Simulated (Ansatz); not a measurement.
## Ge (diamond structure), cut as (110) film, 9 layers, monohydride, biaxial strain +4 %

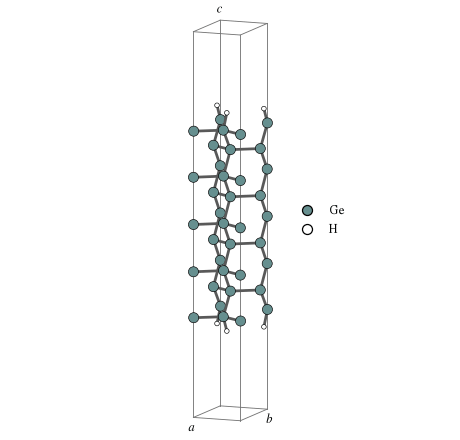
*Optimised geometry, one periodic cell*

Method: PBE (plane waves to 420 eV, PAW; Ansatz, a program for electronic structure).

- change of bonding against the cut = none
- number of neighbours within 3.024 Å (ending not counted) = 3 for 4 atoms, 4 for 14 atoms
- mean Ge-Ge distance (least to greatest) = 2.540 Å (2.491 to 2.580)
